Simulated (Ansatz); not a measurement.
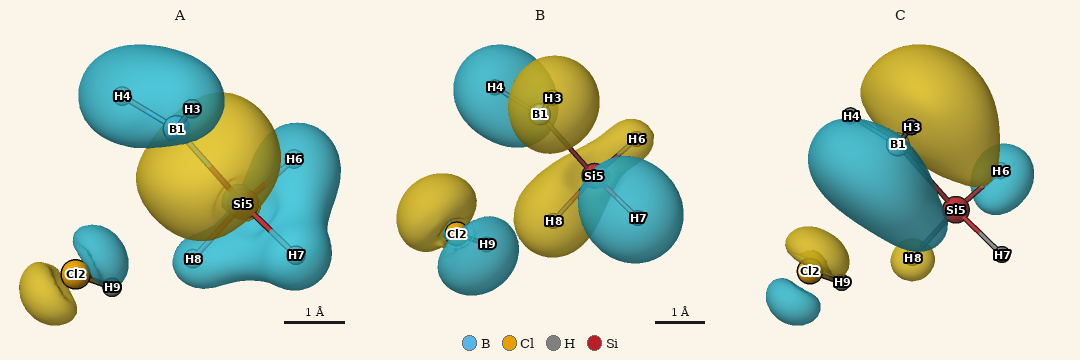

The picture shows: BH₅Si···HCl. Three frontier orbitals at ±0.1 Å⁻³ᐟ² (yellow and cyan are the two phases), in no order.

Not at a stationary point (largest force 1.1 eV/Å).

Theory: RKS B3LYP-D4/def2-SVP in Ansatz 0.2.0.

The calculation's input:

```
crystal:
  periodic: [false, false, false]
  atoms:
    - { symbol: B, position_ang: [0.0, 0.0, 0.0] }
    - { symbol: Cl, position_ang: [0.0, 0.0, 2.21] }
    - { symbol: H, position_ang: [1.0305, 0.0, -0.595] }
    - { symbol: H, position_ang: [-1.0305, 0.0, -0.595] }
    - { symbol: Si, position_ang: [0.094, -2.1331, 0.7095] }
    - { symbol: H, position_ang: [-0.6959, -2.9783, -0.1812] }
    - { symbol: H, position_ang: [1.4817, -2.5871, 0.7061] }
    - { symbol: H, position_ang: [-0.4425, -2.2202, 2.0645] }
    - { symbol: H, position_ang: [0.0569, -1.2896, 1.8528] }
basis:
  gaussian: { orbitals: def2-SVP }
hamiltonian:
  xc: b3lyp
  dispersion: d4
relax:
  f_tol: 0.15
  max_steps: 25
  restrain:
    - { distance: [0, 4], at: 1.95, k: 30.0 }
    - { distance: [8, 1], at: 1.37, k: 30.0 }
    - { distance: [0, 1], at: 3.06, k: 30.0 }
    - { distance: [8, 4], at: 2.66, k: 30.0 }
output:
  orbitals: {}
```

Launched as:

```sh
ansatz run input.yaml --threads 1 --pin off --max-ram 2048MiB --backend cpu --events-out ev --progress --plain --runs-dir out
```

The fields are those of the run's last geometry, not of the input's.

**Which picture is the HOMO−1, the HOMO and the LUMO?**

B is the HOMO−1 (−9.08 eV). It lies mainly on Cl2 (about 20 %), B1 (about 15 %), Si5 (about 15 %), H7 (about 15 %), H4 (about 10 %) and H3 (about 10 %). A is the HOMO (−8.32 eV). Its weight (Hirshfeld) is mainly on B1 (about 35 %), Si5 (about 35 %), H4 (about 5 %), H6 (about 5 %) and H3 (about 5 %). C is the LUMO (−2.27 eV). It lies mainly on B1 (about 60 %), Si5 (about 15 %), Cl2 (about 5 %) and H3 (about 5 %).

**What is the HOMO–LUMO gap?**

6.05 eV between the orbital energies.
